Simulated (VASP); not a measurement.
Band structure of FeAl (CsCl type). All values below come from PBE GGA with D3 dispersion (zero damping), VASP's PBE PAW potentials (set 64) (plane waves; VASP 6.6.1).

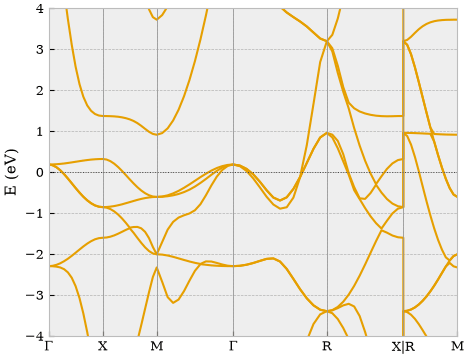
Figure: Bands along high-symmetry lines, zero at the valence-band maximum or, without a gap, the Fermi level

Question: Read the plot: is there a gap, and where are the band edges?

Answer: It has no gap at this level: it comes out as a metal or semimetal. (Edges off the drawn lines would not show.)

The compound is FeAl in the CsCl type structure. It was relaxed first, which changed the volume by -7 %. The run is not spin-polarised, so no magnetic state was tried. The electron count is odd and the run is not spin-polarised, which forces a metal.
